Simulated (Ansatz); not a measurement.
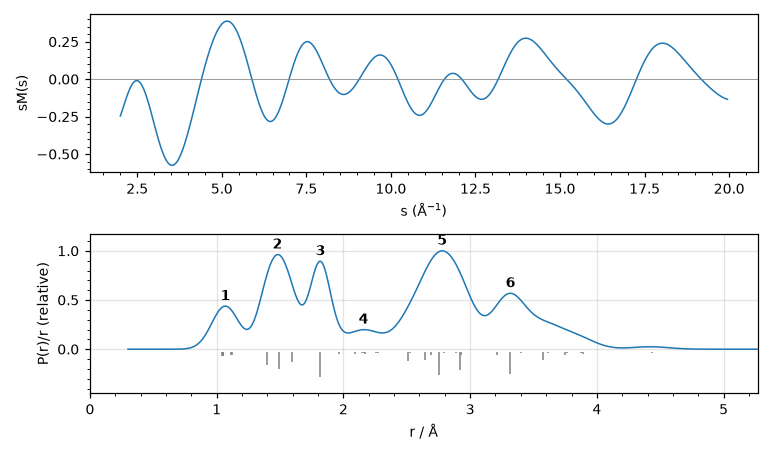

Simulated gas electron diffraction: reduced molecular intensity sM(s) from the Debye equation in the first Born approximation (top) and the radial distribution curve (bottom) of CH5BClNO. Each pair of atoms contributes with weight ZᵢZⱼ/r (bars below the curve); damping constant 0.002 Å²; vibrational amplitudes assumed, not computed: 0.05 Å for bonds, 0.078 Å for bonds to H, 0.06 + 0.015 r up to 0.15 Å for other pairs. The geometry is the end point of an optimisation (RKS PBE/STO-3G (Ansatz 0.2.0)); it may be a saddle point or a higher isomer.

> Which pairs of atoms lie under the numbered peaks? Mark bonded pairs by – and others by ···.

Peak 1, 1.07 Å: O–H 1.04 Å, N–H 1.05 Å (×2), C–H 1.11–1.12 Å (×2), not resolved
Peak 2, 1.48 Å: N–B 1.39 Å, O–C 1.50 Å, C–B 1.59 Å, not resolved
Peak 3, 1.82 Å: Cl–B 1.82 Å
Peak 4, 2.16 Å: O···H 2.09–2.17 Å (×2), B···H 2.15–2.27 Å (×4), not resolved
Peak 5, 2.78 Å: N···C 2.64 Å, Cl···H 2.69–2.92 Å (×2), Cl···N 2.76 Å, Cl···C 2.92 Å, not resolved; in its flanks O···B 2.51 Å
Peak 6, 3.32 Å: Cl···O 3.31 Å, O···N 3.58 Å, not resolved; in its flanks Cl···H 3.75–3.89 Å
